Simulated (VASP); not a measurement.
Band structure of CdS (wurtzite). Computed with TPSS meta-GGA, VASP's PBE PAW potentials (set 64) (plane waves; VASP).

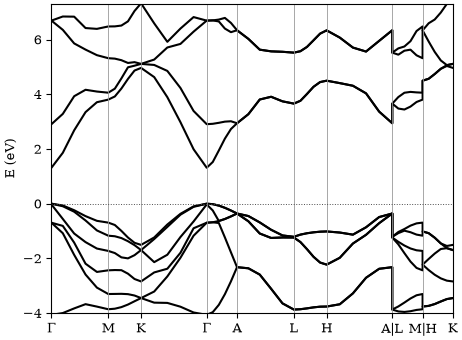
Figure. Bands along high-symmetry lines, zero at the valence-band maximum or, without a gap, the Fermi level

**Question.** Read the plot: is there a gap, and where are the band edges?

**Answer.** The gap is direct, 1.31 eV, from the valence maximum at Γ to the conduction minimum at Γ.

Measured: gap 2.64 eV at 0 K (computed value off by -1.33 eV), as given by X. Ren et al., All-electron periodic G0W0 implementation with numerical atomic orbital basis functions: algorithm and benchmarks (2021), arXiv:2011.01400 [zero-point renormalisation of 0.068 eV removed from the gap extrapolated to 0 K (as printed)].

The compound is CdS in the wurtzite structure. It was relaxed first, which changed the volume by +5 %.
